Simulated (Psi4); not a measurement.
**GeF2 (SMILES [F][Ge][F]): HF/6-311G(d,p) (density fitting)**

Aim: the energy change on altering one bond length of GeF2 at HF/6-311G** (density fitting), from 2 runs. 

The results are computed with Psi4 1.11.

4 further runs of the same task are left out: 4 set aside as unsound or not needed.

## Step 1: Starting point

The species is GeF2 (3 atoms), meant as a singlet with charge 0. SMILES: `[F][Ge][F]`. The shape comes from GFN2-xTB, which is rough for such elements, and wasn't checked as a minimum.

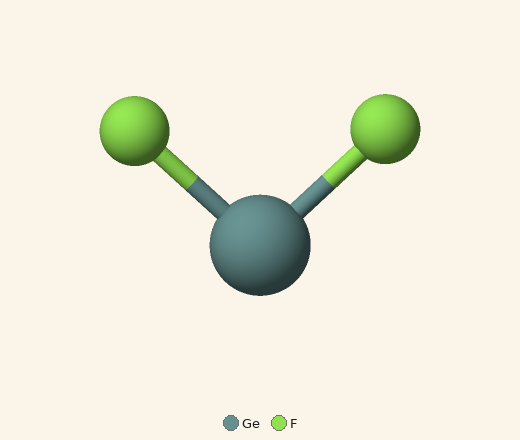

The structure, seen from a chosen angle (germanium teal, fluorine green).

## Step 2: The response to a field at HF/6-311G(d,p) (density fitting)

Input file job.py:

```python
import psi4

psi4.set_memory('1600 MB')
psi4.set_num_threads(1)
psi4.set_output_file('run.log', False)

mol = psi4.geometry("""
0 1
Ge
F 1 1.79986
F 1 1.797945 2 94.71753
symmetry c1
no_reorient
no_com
""")

psi4.set_options({
    'scf_type': 'mem_df',
})

E, wfn = psi4.properties('scf/6-311G**', properties=['dipole_polarizabilities'], return_wfn=True)
print('E =', round(E, 9))
```

Launch:

```console
$ python job.py
```

run.log:

```text
[...]
  Running in c1 symmetry.
[...]
  Nuclear repulsion =  185.635814247502992
[...]
  Multiplicity = 1
[...]
  Nalpha       = 25
  Nbeta        = 25
[...]
    Number of basis functions: 80
[...]
   @DF-RHF iter   1: -2273.31806447775762   -4.02717e+00   3.47436e-02 DIIS/ADIIS
[...]
   @DF-RHF iter   8: -2274.31820175064058   -2.85831e-08   4.34394e-07 DIIS
[...]
    Orbital Energies [Eh]
    ---------------------
    Doubly Occupied:
       1A   -405.324471     2A    -52.227271     3A    -46.315471
       4A    -46.314459     5A    -46.313688     6A    -26.253777
       7A    -26.253201     8A     -7.272883     9A     -5.248144
      10A     -5.244946    11A     -5.241923    12A     -1.724074
      13A     -1.723032    14A     -1.717859    15A     -1.713868
      16A     -1.709818    17A     -1.538060    18A     -1.514870
      19A     -0.743052    20A     -0.643834    21A     -0.635338
      22A     -0.625207    23A     -0.603126    24A     -0.592238
      25A     -0.444326
[...]
  @DF-RHF Final Energy: -2274.31820175064058
   => Energetics <=
    Nuclear Repulsion Energy =            185.6358142475029922
    One-Electron Energy =               -3544.0303782277510436
    Two-Electron Energy =                1084.0763622296078665
    Total Energy =                      -2274.3182017506405828
[...]
 Multipole Moments:
 ------------------------------------------------------------------------------------
     Multipole            Electronic (a.u.)      Nuclear  (a.u.)        Total (a.u.)
 ------------------------------------------------------------------------------------
 L = 1.  Multiply by 2.5417464519 to convert [e a0] to [Debye]
 Dipole X            :          2.7635984           -1.7348909            1.0287075
 Dipole Y            :          2.5517515           -1.5994740            0.9522776
 Dipole Z            :         -0.0000000            0.0000000           -0.0000000
 Magnitude           :                                                    1.4018101
[...]
```

The script printed:

```text
E = -2274.318201751
```

Wall time 2.3 s (1 thread of Intel Xeon 6975P-C (Granite Rapids), shared host); peak memory 0.21 GiB.

## Step 3: The distorted shape, same level

Input file job.dat:

```
memory 1600 mb

molecule mol {
  0 1
  Ge
  F 1 R2
  F 1 R3 2 A3

  R2 = 4.4997
  R3 = 1.797945
  A3 = 94.71753
  units angstrom
  symmetry c1
  no_reorient
  no_com
}

set {
  scf_type mem_df
}

E, wfn = properties("hf/6-311G**", properties=['dipole_polarizabilities'], return_wfn=True)
```

Launch:

```console
$ psi4 -i job.dat -o job.out -n 1
```

job.out:

```text
[...]
  Running in c1 symmetry.
[...]
  Nuclear repulsion =  127.240049505057669
[...]
  Multiplicity = 1
[...]
  Nalpha       = 25
  Nbeta        = 25
[...]
    Number of basis functions: 80
[...]
   @DF-RHF iter   1: -2273.04998879688083   -4.28190e+00   3.46239e-02 ADIIS/DIIS
[...]
   @DF-RHF iter  13: -2274.05365707253486   -1.09163e-07   4.80431e-07 DIIS
[...]
    Orbital Energies [Eh]
    ---------------------
    Doubly Occupied:
       1A   -405.484901     2A    -52.387104     3A    -46.474371
       4A    -46.474174     5A    -46.472960     6A    -26.377511
       7A    -25.941532     8A     -7.430014     9A     -5.402422
      10A     -5.401316    11A     -5.397444    12A     -1.874516
      13A     -1.872922    14A     -1.872566    15A     -1.868426
      16A     -1.867132    17A     -1.641892    18A     -1.200326
      19A     -0.829866    20A     -0.726673    21A     -0.725526
      22A     -0.623890    23A     -0.317509    24A     -0.317500
      25A     -0.270505
[...]
  @DF-RHF Final Energy: -2274.05365707253486
   => Energetics <=
    Nuclear Repulsion Energy =            127.2400495050576694
    One-Electron Energy =               -3424.0813432210243263
    Two-Electron Energy =                1022.7876366434315969
    Total Energy =                      -2274.0536570725348611
[...]
 Multipole Moments:
 ------------------------------------------------------------------------------------
     Multipole            Electronic (a.u.)      Nuclear  (a.u.)        Total (a.u.)
 ------------------------------------------------------------------------------------
 L = 1.  Multiply by 2.5417464519 to convert [e a0] to [Debye]
 Dipole X            :          2.6851138           -1.7348909            0.9502229
 Dipole Y            :         10.9716879           -4.2134859            6.7582020
 Dipole Z            :         -0.0000000            0.0000000           -0.0000000
 Magnitude           :                                                    6.8246771
[...]
```

Wall time 2.1 s (1 thread of Intel Xeon 6975P-C (Granite Rapids), shared host); peak memory 0.21 GiB.

## Step 4: Outcome

At HF/6-311G** (density fitting):

```
                                                          quantity           value
                                         first shape: total energy  -2274.31820 Eh
                                        first shape: dipole moment          3.56 D
                                          first shape: HOMO energy       -12.09 eV
                                          first shape: LUMO energy         0.11 eV
                                        first shape: HOMO–LUMO gap        12.20 eV
                           first shape: mean static polarisability      23.8 bohr³
                                     distorted shape: total energy  -2274.05366 Eh
                                    distorted shape: dipole moment         17.35 D
                                      distorted shape: HOMO energy        -7.36 eV
                                      distorted shape: LUMO energy        -3.26 eV
                                    distorted shape: HOMO–LUMO gap         4.10 eV
                       distorted shape: mean static polarisability      83.9 bohr³
energy change with the Ge1–F2 bond stretched from 1.800 to 4.500 Å        7.199 eV
```

One bond (distorted shape) is far stretched, which a spin-restricted single reference describes badly; a broken-symmetry solution may lie lower. With the Ge1–F2 bond stretched from 1.800 to 4.500 Å the energy rises by 7.20 eV (166 kcal/mol). The first shape isn't relaxed at this level, so the change isn't measured from a minimum. A restricted reference can't describe the breaking bond well at this length.
